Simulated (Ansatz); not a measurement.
**C₃H₈OSi (SMILES C=C(C)[SiH2]O): density, localisation and related maps**

The calculation's input:

```
crystal:
  periodic: [false, false, false]
  atoms:
    - { symbol: C, position_ang: [-1.2668, 0.7732, 0.5309] }
    - { symbol: C, position_ang: [-0.4267, -0.0195, -0.0452] }
    - { symbol: C, position_ang: [-0.7556, -0.756, -1.3329] }
    - { symbol: Si, position_ang: [1.3331, -0.3311, 0.6945] }
    - { symbol: O, position_ang: [1.8912, 1.0508, 1.3116] }
    - { symbol: H, position_ang: [-2.291, 1.0046, 0.0702] }
    - { symbol: H, position_ang: [-1.0845, 1.3528, 1.4494] }
    - { symbol: H, position_ang: [-0.6385, -1.8242, -1.1708] }
    - { symbol: H, position_ang: [-1.7227, -0.5098, -1.6515] }
    - { symbol: H, position_ang: [-0.0107, -0.4838, -2.0845] }
    - { symbol: H, position_ang: [2.1639, -0.8267, -0.3381] }
    - { symbol: H, position_ang: [1.1686, -1.3481, 1.7867] }
    - { symbol: H, position_ang: [1.6601, 1.883, 0.7945] }
basis:
  gaussian:
    orbitals: def2-SVPD
hamiltonian:
  xc: r2scan0
output:
  orbitals: {}
```

Computed with SCF r2SCAN0, Gaussian basis (Ansatz 0.2.0).

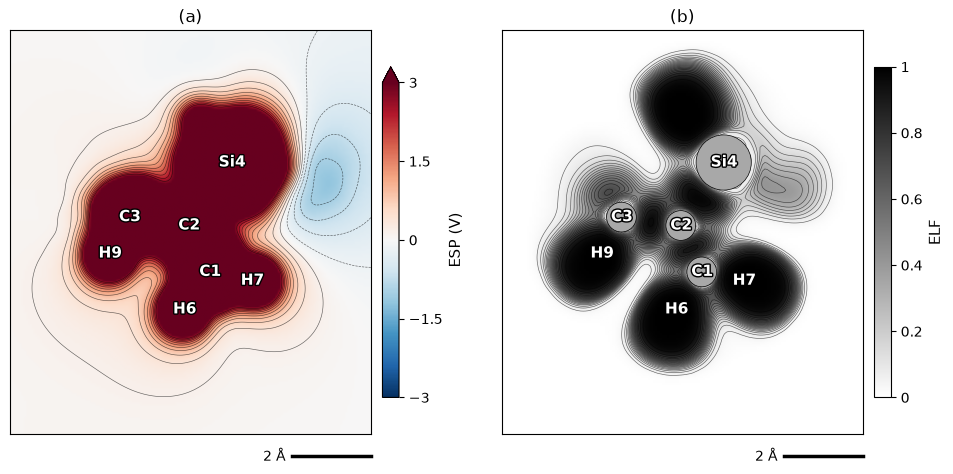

Figure 1. (a) molecular electrostatic potential; (b) electron localisation function on the plane of atoms C2, C1 and H6. Grey discs cover the atomic cores in the ELF map.

Question: What does the map show?

Answer:
- The plane passes through C, Si and H nuclei.
- C–C (1.29 Å): the ELF peaks at about 0.90 between the atoms: a multiple bond.
- C–Si (1.93 Å): the ELF peaks at about 1 between the atoms: a shared electron pair.
- C–H (1.05 Å): the ELF climbs to about 1 towards the hydrogen, as it does in any bond to H; an ordinary covalent bond to hydrogen.
- Outside the dense part of the molecule the potential is most negative (−1.2 V) near O5, which lies off the plane.

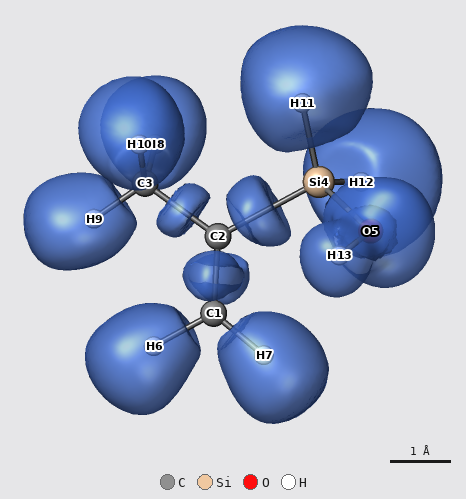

Figure 2. Isosurface of the ELF at 0.75 (blue), seen at a tilt. Core shells and regions of very low density are left out.

Question: Where are the electrons localised?

Answer: The ELF exceeds this value in two regions between bonded C–C atoms (shared pairs), one region between bonded C–Si atoms (shared pairs), seven regions around hydrogen nuclei and one joined region spread over several atoms (H, O), in which their bonds and any lone pairs are merged. Profiles from the grid: Si–O (1.61 Å): the ELF peaks at about 0.90 between the atoms (a shared but strongly polarised pair).

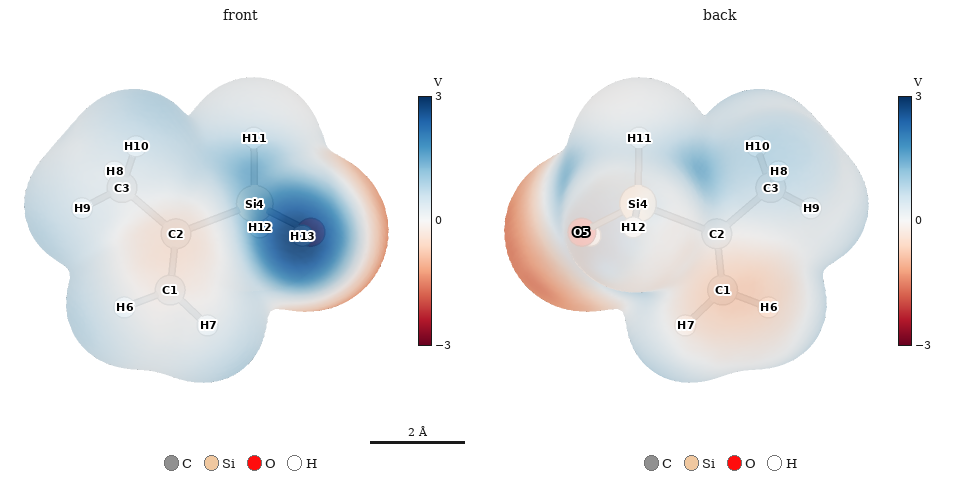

Figure 3. The electrostatic potential painted on the density surface at 0.002 e/bohr³, seen from the front and from behind; red is negative and blue positive.

Question: Describe the electrostatic potential map.

Answer: The most negative region (about −1.4 V) lies over O5, the most positive (about +2.7 V) over H13. O5 is the likeliest acceptor of a hydrogen bond.
